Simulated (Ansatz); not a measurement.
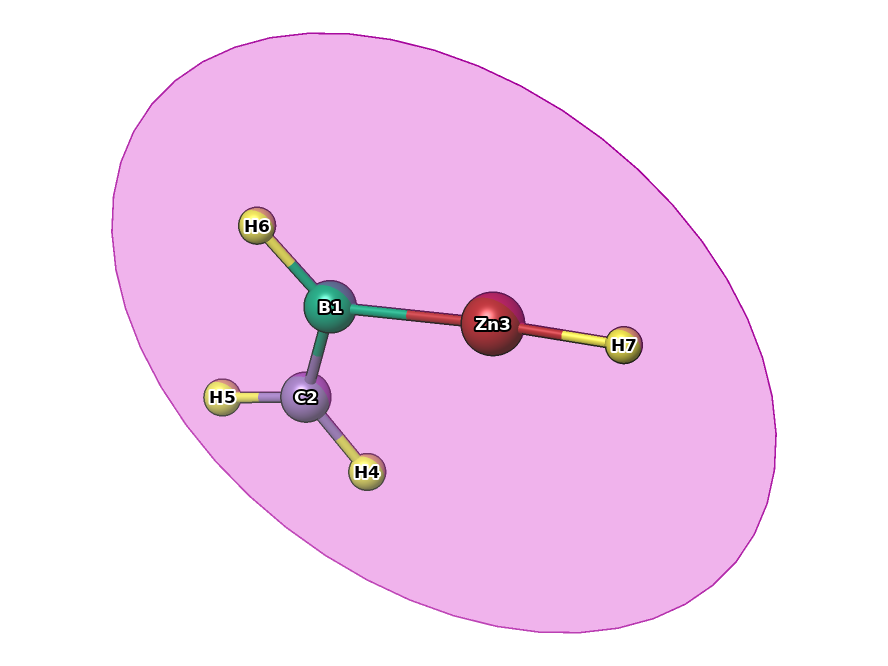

A disc through the centre of mass is drawn in. Distant atoms are faded towards the background colour. The species has charge −1 and is a spin singlet. The computed structure is the end point of a PBE0-D4/def2-TZVPD optimisation. No frequency run is at hand to confirm it as a minimum.

**Is the plane of the disc a mirror plane of the structure?**

Yes. The reflection leaves B1, C2, Zn3, H4, H5, H6, H7 in place. The point group is Cs.
